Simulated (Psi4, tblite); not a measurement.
Interaction energy of C3H8 ··· H4O4Si (SMILES CCC and O[Si](O)(O)O). Monomers: optimised at B3LYP-D3(BJ) (def2-TZVP), held rigid. Orientation: lowest of the rigid-body minima from ten starts at GFN2-xTB. R is the distance of the centres of mass, along which the second monomer moves.

Geometry at R = 4.19 Å (first 11 atoms: monomer A):
```
20

C     -1.2514    -0.3108     0.0732
C     -0.0385     0.6148     0.0257
C      1.2800    -0.1454    -0.0923
H     -1.3122    -0.9238    -0.8295
H     -1.1930    -0.9895     0.9279
H     -2.1831     0.2517     0.1574
H     -0.0205     1.2377     0.9249
H     -0.1387     1.3031    -0.8188
H      1.4213    -0.8187     0.7568
H      1.3022    -0.7528    -1.0005
H      2.1339     0.5339    -0.1247
O     -0.8361    -2.4749    -2.6633
Si     0.2409    -3.5701    -2.1021
O     -0.0786    -5.1318    -2.4678
O      1.6731    -3.2132    -2.8064
O      0.2050    -3.4605    -0.4707
H     -0.7489    -2.2028    -3.5803
H     -0.7201    -5.5894    -1.9189
H      2.3418    -3.9025    -2.8168
H      0.0951    -2.5852    -0.0911
```

- SAPT0/jun-cc-pVDZ, frozen core (Psi4)
- GFN2-xTB (tblite)

Interaction energies in kcal/mol (negative: bound); R is the distance of the centres of mass, d the H5···H20 distance.

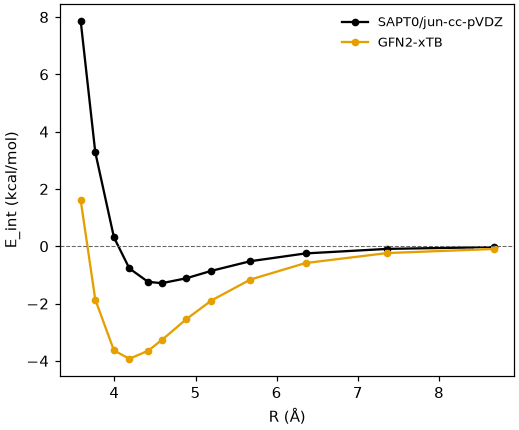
*Interaction energy against separation.*

| R / Å | d / Å | SAPT0/jun-cc-pVDZ | GFN2-xTB |
|---|---|---|---|
| 3.59 | 1.80 | 7.87 | 1.61 |
| 3.77 | 1.94 | 3.28 | -1.86 |
| 4.00 | 2.13 | 0.31 | -3.64 |
| 4.19 | 2.29 | -0.77 | -3.93 |
| 4.42 | 2.49 | -1.24 | -3.65 |
| 4.59 | 2.64 | -1.29 | -3.27 |
| 4.89 | 2.91 | -1.12 | -2.55 |
| 5.20 | 3.20 | -0.86 | -1.89 |
| 5.68 | 3.65 | -0.52 | -1.16 |
| 6.36 | 4.30 | -0.25 | -0.59 |
| 7.37 | 5.28 | -0.09 | -0.24 |
| 8.68 | 6.56 | -0.03 | -0.10 |

Lowest grid point: SAPT0/jun-cc-pVDZ -1.29 kcal/mol at R = 4.59 Å; GFN2-xTB -3.93 kcal/mol at R = 4.19 Å.
